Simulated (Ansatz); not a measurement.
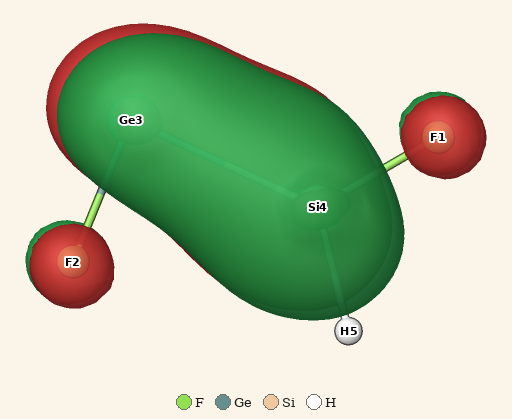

The picture shows: F2GeHSi (doublet). One frontier orbital at ±0.1 Å⁻³ᐟ² (green and red are the two phases), seen at a tilt.

Geometry: B3LYP-D3(BJ)/def2-SVP.

Theory: isolated molecule in a Gaussian basis; Kohn-Sham density functional theory, functional PBE0 (Ansatz 0.2.0).

```xyz
5

F    -0.4585    0.9218    1.4858
F    -0.3736   -1.5416   -2.3078
Ge   -1.7508   -0.9170   -1.3495
Si   -0.1049    0.0524    0.1476
H     1.3924    0.0007    0.0721
```

Which orbital is it: HOMO (α) or LUMO (α)?

The HOMO (α), at −6.17 eV. Its weight (Hirshfeld) is mainly on Si4 (about 50 %) and Ge3 (about 40 %); it changes sign across the molecular plane (π type); π-bonding across Ge3–Si4.
